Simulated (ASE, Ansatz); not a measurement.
# NaH9C4O7 (P-1) (84 atoms): geometry optimisation

Wanted: the relaxed structure of NaH9C4O7 (P-1) (84 atoms) and its electronic structure.

Main program and level: Ansatz 0.2.0; Kohn-Sham DFT, PBE+D4, PAW (set soft_2), plane waves.

### 1. Set-up

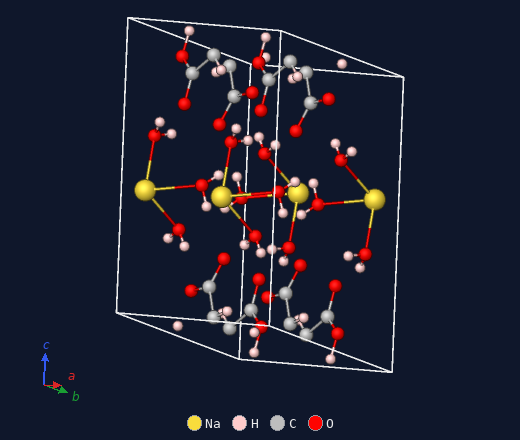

Start, viewed slightly off an axis; sodium yellow, hydrogen pink, carbon light grey, oxygen red. Bonds to atoms that aren't drawn are left out. Some periodic images of atoms are drawn too.

The cell holds 84 atoms: 4 Na, 36 H, 16 C and 28 O. Its edges and angles: a = 11.912 Å, b = 6.392 Å, c = 11.230 Å, α = 104.2°, β = 91.5°, γ = 100.2°. It derives from NaH9C4O7 (P-1), repeated 2×1×1. NaH9C4O7, space group P-1, structure from the Crystallography Open Database, 2 x 1 x 1 conventional cells; positions as listed.

### 2. Single point at the start

The forces at the start show how far the geometry lies from a minimum of this functional.

The input, input.yaml:

```yaml
crystal:
  lattice:
    - [11.912, 0.0, 0.0]
    - [-1.13193, 6.29098, 0.0]
    - [-0.30376, -2.8479, 10.85864]
  atoms:
    - { symbol: Na, position: [0.12682, 0.03707, 0.42647] }
    - { symbol: Na, position: [0.37318, 0.96293, 0.57353] }
    - { symbol: H, position: [0.295, 0.755, 0.997] }
    - { symbol: H, position: [0.205, 0.245, 0.003] }
    - { symbol: H, position: [0.047, 0.792, 0.1248] }
    - { symbol: H, position: [0.453, 0.208, 0.8752] }
    - { symbol: H, position: [0.0035, 0.722, 0.929] }
    - { symbol: H, position: [0.4965, 0.278, 0.071] }
    - { symbol: H, position: [0.1155, 0.147, 0.674] }
    - { symbol: H, position: [0.3845, 0.853, 0.326] }
    - { symbol: H, position: [0.067, 0.305, 0.657] }
    - { symbol: H, position: [0.433, 0.695, 0.343] }
    - { symbol: H, position: [0.0415, 0.341, 0.308] }
    - { symbol: H, position: [0.4585, 0.659, 0.692] }
    - { symbol: H, position: [0.153, 0.337, 0.285] }
    - { symbol: H, position: [0.347, 0.663, 0.715] }
    - { symbol: H, position: [0.156, 0.733, 0.583] }
    - { symbol: H, position: [0.344, 0.267, 0.417] }
    - { symbol: H, position: [0.1625, 0.638, 0.462] }
    - { symbol: H, position: [0.3375, 0.362, 0.538] }
    - { symbol: C, position: [0.21845, 0.811, 0.14628] }
    - { symbol: C, position: [0.28155, 0.189, 0.85372] }
    - { symbol: C, position: [0.10715, 0.7828, 0.07538] }
    - { symbol: C, position: [0.39285, 0.2172, 0.92462] }
    - { symbol: C, position: [0.08035, 0.7339, 0.95486] }
    - { symbol: C, position: [0.41965, 0.2661, 0.04514] }
    - { symbol: C, position: [0.15335, 0.6893, 0.8482] }
    - { symbol: C, position: [0.34665, 0.3107, 0.1518] }
    - { symbol: O, position: [0.2224, 0.8601, 0.25839] }
    - { symbol: O, position: [0.2776, 0.1399, 0.74161] }
    - { symbol: O, position: [0.31035, 0.785, 0.08892] }
    - { symbol: O, position: [0.18965, 0.215, 0.91108] }
    - { symbol: O, position: [0.10425, 0.6407, 0.7431] }
    - { symbol: O, position: [0.39575, 0.3593, 0.2569] }
    - { symbol: O, position: [0.25975, 0.7022, 0.86799] }
    - { symbol: O, position: [0.24025, 0.2978, 0.13201] }
    - { symbol: O, position: [0.0646, 0.1718, 0.62989] }
    - { symbol: O, position: [0.4354, 0.8282, 0.37011] }
    - { symbol: O, position: [0.1121, 0.3376, 0.33969] }
    - { symbol: O, position: [0.3879, 0.6624, 0.66031] }
    - { symbol: O, position: [0.1757, 0.7532, 0.51489] }
    - { symbol: O, position: [0.3243, 0.2468, 0.48511] }
    - { symbol: Na, position: [0.62682, 0.03707, 0.42647] }
    - { symbol: Na, position: [0.87318, 0.96293, 0.57353] }
    - { symbol: H, position: [0.795, 0.755, 0.997] }
    - { symbol: H, position: [0.705, 0.245, 0.003] }
    - { symbol: H, position: [0.547, 0.792, 0.1248] }
    - { symbol: H, position: [0.953, 0.208, 0.8752] }
    - { symbol: H, position: [0.5035, 0.722, 0.929] }
    - { symbol: H, position: [0.9965, 0.278, 0.071] }
    - { symbol: H, position: [0.6155, 0.147, 0.674] }
    - { symbol: H, position: [0.8845, 0.853, 0.326] }
    - { symbol: H, position: [0.567, 0.305, 0.657] }
    - { symbol: H, position: [0.933, 0.695, 0.343] }
    - { symbol: H, position: [0.5415, 0.341, 0.308] }
    - { symbol: H, position: [0.9585, 0.659, 0.692] }
    - { symbol: H, position: [0.653, 0.337, 0.285] }
    - { symbol: H, position: [0.847, 0.663, 0.715] }
    - { symbol: H, position: [0.656, 0.733, 0.583] }
    - { symbol: H, position: [0.844, 0.267, 0.417] }
    - { symbol: H, position: [0.6625, 0.638, 0.462] }
    - { symbol: H, position: [0.8375, 0.362, 0.538] }
    - { symbol: C, position: [0.71845, 0.811, 0.14628] }
    - { symbol: C, position: [0.78155, 0.189, 0.85372] }
    - { symbol: C, position: [0.60715, 0.7828, 0.07538] }
    - { symbol: C, position: [0.89285, 0.2172, 0.92462] }
    - { symbol: C, position: [0.58035, 0.7339, 0.95486] }
    - { symbol: C, position: [0.91965, 0.2661, 0.04514] }
    - { symbol: C, position: [0.65335, 0.6893, 0.8482] }
    - { symbol: C, position: [0.84665, 0.3107, 0.1518] }
    - { symbol: O, position: [0.7224, 0.8601, 0.25839] }
    - { symbol: O, position: [0.7776, 0.1399, 0.74161] }
    - { symbol: O, position: [0.81035, 0.785, 0.08892] }
    - { symbol: O, position: [0.68965, 0.215, 0.91108] }
    - { symbol: O, position: [0.60425, 0.6407, 0.7431] }
    - { symbol: O, position: [0.89575, 0.3593, 0.2569] }
    - { symbol: O, position: [0.75975, 0.7022, 0.86799] }
    - { symbol: O, position: [0.74025, 0.2978, 0.13201] }
    - { symbol: O, position: [0.5646, 0.1718, 0.62989] }
    - { symbol: O, position: [0.9354, 0.8282, 0.37011] }
    - { symbol: O, position: [0.6121, 0.3376, 0.33969] }
    - { symbol: O, position: [0.8879, 0.6624, 0.66031] }
    - { symbol: O, position: [0.6757, 0.7532, 0.51489] }
    - { symbol: O, position: [0.8243, 0.2468, 0.48511] }
kpoints:
  mp_grid: { grid: [1, 2, 1] }
hamiltonian:
  xc: pbe
  dispersion: d4
scf:
  occupations: { method: fixed }
output:
  forces: true
  stress: true
  populations: true
  dos:
    method: { smearing: { sigma: 0.08 } }
    de: 0.1
    projected: { site_lists: { C: [C], H: [H], Na: [Na], O: [O] } }
  eigenvalues: true
```

Command:

```console
> ansatz run input.yaml --threads 4 --pin off --max-ram 8192MiB --backend cpu --events-out ev --progress --plain --runs-dir out
```

Numbers of over 12 decimals in the logs are rounded to 6 here.

Output:

```text
Engine: ansatz 0.2.0, aarch64-unknown-linux-gnu
Pseudopotentials: kind: paw
Pseudopotential: Na, paw, valence charge 9, recommended cutoff 420 eV (normal), Na.paw.azcp
Pseudopotential: H, paw, valence charge 1, recommended cutoff 420 eV (normal), H.paw.azcp
Pseudopotential: C, paw, valence charge 4, recommended cutoff 420 eV (normal), C.paw.azcp
Pseudopotential: O, paw, valence charge 6, recommended cutoff 420 eV (normal), O.paw.azcp
[... 5 lines on functional and potentials left out ...]
Crystal: 84 atoms, lattice volume = 813.726 Å³
Basis set: ecut = 420 eV, 15905 PW (Γ), exchange–correlation on 160×90×160 points (8 copies of the dense FFT grid, shifted against one another)
Bands: 236, of which v1, the nominal top of the filled ones, is band 152 counted from 1 (151 counted from 0)
Symmetry: 4 space group operations
Space group: P-1 (ITA 2), of the structure as read, at distance tolerance 9.3e-5 Å
k-points: 2
[... 9 lines on functional and potentials left out ...]
Initial density: superposition of atomic densities (neutral atoms: chi_scale 0, normalization atom), corrected by the library's trained network
Initial wavefunctions: pseudopotential atomic-orbital guess
Functional: x = pbe(κ = 0.804, μ = 0.219515), c = pbe(β = 0.066725)
SCF iter   1: F=—  HF=-26410.655137 eV  |F-HF|=—  |Δ(HF+E_count)|=         —  Δρ=5.04e-3  dr2=4.57e-1  ethr=1.77e-3  ⟨swp⟩=5.0  Hψ=1658  notcnv=0  defer=161
preconditioner: auto → Resta (q_TF=auto, 2.315 Å⁻¹)  ε∞=2.4  [insulator: Δε(μ)=3.179 eV  Ē_g=19.273 eV  n_scr=172 (ndim 8)  ℏωp=22.4 eV  f_vac=0.195  ε∞_Penn≈2.4]
SCF iter   2: F=—  HF=-26410.463821 eV  |F-HF|=—  |Δ(HF+E_count)|=   1.91e-1  Δρ=2.91e-3  dr2=1.01e-1  ethr=1.50e-4  ⟨swp⟩=3.0  Hψ=757  notcnv=0  defer=163
SCF iter   3: F=—  HF=-26410.421783 eV  |F-HF|=—  |Δ(HF+E_count)|=   4.20e-2  Δρ=1.89e-3  dr2=3.28e-2  ethr=3.31e-5  ⟨swp⟩=2.0  Hψ=549  notcnv=0  defer=163
SCF iter   4: F=—  HF=-26410.413743 eV  |F-HF|=—  |Δ(HF+E_count)|=   8.04e-3  Δρ=7.79e-4  dr2=5.22e-3  ethr=1.08e-5  ⟨swp⟩=2.0  Hψ=781  notcnv=0  defer=163
SCF iter   5: F=—  HF=-26410.412829 eV  |F-HF|=—  |Δ(HF+E_count)|=   9.14e-4  Δρ=2.52e-4  dr2=4.78e-4  ethr=1.72e-6  ⟨swp⟩=2.0  Hψ=613  notcnv=0  defer=163
SCF iter   6: F=—  HF=-26410.412820 eV  |F-HF|=—  |Δ(HF+E_count)|=   9.23e-6  Δρ=9.49e-5  dr2=6.31e-5  ethr=1.57e-7  ⟨swp⟩=2.0  Hψ=608  notcnv=0  defer=160
SCF iter   7: F=—  HF=-26410.412095 eV  |F-HF|=—  |Δ(HF+E_count)|=   7.25e-4  Δρ=3.09e-5  dr2=5.72e-6  ethr=2.08e-8  ⟨swp⟩=2.0  Hψ=558  notcnv=0  defer=160
SCF iter   8: F=—  HF=-26410.412098 eV  |F-HF|=—  |Δ(HF+E_count)|=   2.77e-6  Δρ=1.08e-5  dr2=7.49e-7  ethr=1.88e-9  ⟨swp⟩=2.0  Hψ=583  notcnv=0  defer=160
SCF iter   9: F=—  HF=-26410.412098 eV  |F-HF|=—  |Δ(HF+E_count)|=   6.71e-7  Δρ=5.39e-6  dr2=1.92e-7  ethr=2.46e-10  ⟨swp⟩=2.0  Hψ=583  notcnv=0  defer=160
SCF iter  10: F=-26410.412098 eV  HF=-26410.412099 eV  |F-HF|=3.10e-9  |Δ(HF+E_count)|=   4.18e-8  Δρ=2.13e-6  dr2=3.30e-8  ethr=3.29e-11  ⟨swp⟩=16.5  Hψ=3399  notcnv=0
SCF 1 converged in 10 iterations: F = -26410.412098 eV  dr2 = 3.30e-8
  greatest PAW one-centre occupation: 0.999 electrons in one spin orbital (limit 2), on the Na atom at site 43 (counted from 0), in its partial waves of l = 0
SCF converged after 10 iterations
Free energy (F): -26410.412098 eV
Harris-Foulkes:  -26410.412099 eV  (|F-HF|=3.10e-9)
Internal energy: -26410.412098 eV  (E = F + TS)
E sigma→0 (E₀):  -26410.412098 eV
Fermi energy:    0.059546 eV
--- Per-component energies (eV) ---
  E_band       = -3011.692652
  E_kinetic    = 7496.667242
  E_local      = -25188.801965  (includes V_loc(G=0)·N_el)
  E_nonlocal   = 2368.252585
  E_hartree    = 8935.733281
  E_xc         = -3319.509813
  E_vxc        = -4209.859539  (∫ρ·V_xc dr)
  E_paw        = -7136.239513  (= ΣΔE_a)
  E_vpaw       = -1349.428260  (= ΣTr[D̂ρ^β])
  E_aug_tail   = 0.012952  (compensation charges beyond the density's cutoff)
  E_ewald      = -9561.579335
  E_disp       = -4.947532  (pairwise vdW)
  E_smearing   = -0.000000  (= −TS)
  E_closure    = -0.000000  (closes the sum)
  Σ components = -26410.412098   (vs F -26410.412098, Δ=0.00e0)
--- Forces (eV/Å), atoms counted from 1 ---
  atom   1  Na     0.05849577     0.07087619    -0.07368318
  atom   2  Na    -0.05849577    -0.07087619     0.07368318
  atom   3  H     -0.31315914    -0.05619683    -1.32284514
  atom   4  H      0.31315914     0.05619683     1.32284514
  atom   5  H     -7.67311149    -0.61089124     5.71194525
  atom   6  H      7.67311149     0.61089124    -5.71194525
  atom   7  H     -7.78833813    -0.04947994    -2.32527404
  atom   8  H      7.78833813     0.04947994     2.32527404
  atom   9  H      8.41254694    -4.29514951     6.12996347
  atom  10  H     -8.41254694     4.29514951    -6.12996347
  atom  11  H     -2.27093838    11.19384492     3.86688705
  atom  12  H      2.27093838   -11.19384492    -3.86688705
  atom  13  H     -3.94774403     0.46555144    -1.40474405
  atom  14  H      3.94774403    -0.46555144     1.40474405
[...]
atom  83  O      2.89214973    13.58427944     0.70767849
  atom  84  O     -2.89214973   -13.58427944    -0.70767849
  max |Σ_I F_I| component: 3.55e-15 eV/Å
--- Stress (GPa, compression-positive) ---
       23.495334      -0.983039      -4.019382
       -0.983037      13.311750       0.989277
       -4.019383       0.989278      26.989128
  P = ⅓ Tr σ = 21.2654 GPa (212.654 kbar)
--- Band table (eV) ---
  k-point 0: bands = ["-48.5868", "-48.5859", "-48.5859", "-48.5850", [... 220 levels ...], "13.3507", "13.3691", "13.4217", "13.4630", "13.4799", "13.6521", "13.6919", "13.7446", "13.8403", "13.8987", "13.9114", "13.9464"]
  k-point 1: bands = ["-48.5868", "-48.5859", "-48.5859", "-48.5850", [... 220 levels ...], "13.2227", "13.2229", "13.3561", "13.4199", "13.4265", "13.5756", "13.5816", "13.8142", "13.8395", "13.9144", "13.9516", "13.9696"]
--- Löwdin populations: 84 sites ---
  site symbol       q [e]
     0     Na      8.2244
     1     Na      8.2244
     2      H      0.6237
[...]
83      O      6.7821
  spilling = 0.011421 (of n_electrons = 304.000000)
```

The job ended after 29 s (4 threads of Arm Neoverse N1, shared host; peak memory 1.9 GiB).

The run gave:

```
free energy                                      : -26410.4121 eV
free energy per atom                             : -314.4097 eV/atom
SCF cycles                                       : 10
pressure                                         : 21.27 GPa
r.m.s. force component                           : 5.328 eV/Å
longest force                                    : 16.63 eV/Å
Fermi energy                                     : 0.05955 eV
gap (highest filled to lowest empty level) : 2.985 eV
spilling of the projection                       : 0.01142
```

The r.m.s. force component of 5.3 eV/Å and the pressure of 21 GPa set the starting point.

Neighbours are counted within 1.21 Å (H-O), 1.34 Å (H-C), 1.73 Å (O-C), 2.88 Å (O-Na), 1.85 Å (C-C).

Length of the force by element and coordination:

```tsv
element	coordination	atoms	mean length of the force (eV/Å)	spread	least	most
C	all	16	4.71	3.54	1.06	8.93
H	all	36	9.70	4.41	1.36	16.6
Na	all	4	0.118	0	0.118	0.118
O	all	28	6.94	6.45	0.755	15.6
O	1	8	1.14	0.389	0.755	1.53
O	2	8	1.62	0.0366	1.58	1.66
O	3	4	15.6	0	15.6	15.6
O	4	8	13.7	0.214	13.5	13.9
```

(Continued in part 2 of 3.)

[Logs are printed without paths, hosts, clocks, repeated set-up lines and the standing remarks that a program may print on its own settings, such as how far it seeks lower states.]

[Hosts, paths, dates, database ids (printed as entryN), source tags and the programs' standing remarks are cut or masked in the printed files.]
